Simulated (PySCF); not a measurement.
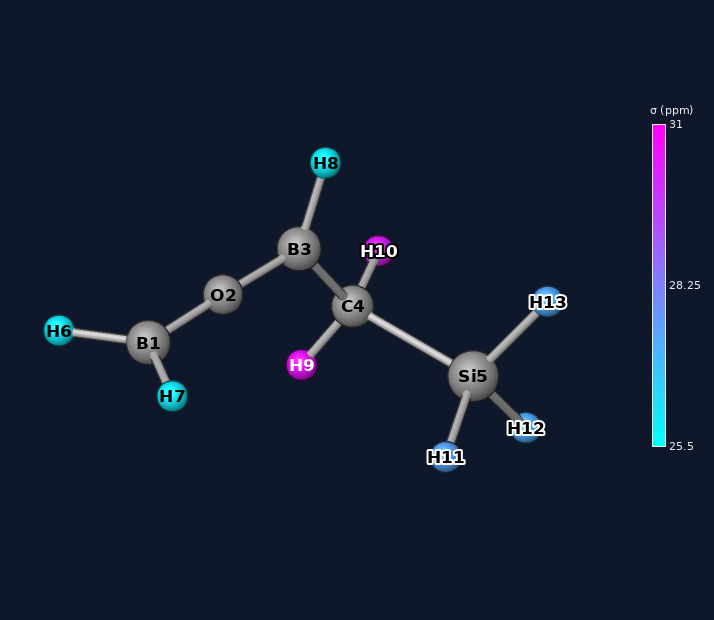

Atoms are coloured by their isotropic NMR shieldings (H only, the others grey). Computed geometry: PBE0-D3(BJ)/def2-SVP optimisation. No frequency run is at hand to confirm it as a minimum. Properties computed with GIAO PBE0/pcSseg-1 NMR shielding, non-relativistic, IEF-PCM chloroform (PySCF 2.14.0).

List the isotropic NMR shieldings of the H atoms.

| atom | σ (ppm) |
| --- | --- |
| H6 | 25.86 |
| H7 | 25.87 |
| H8 | 25.78 |
| H9 | 30.59 |
| H10 | 30.30 |
| H11 | 27.41 |
| H12 | 27.21 |
| H13 | 27.27 |
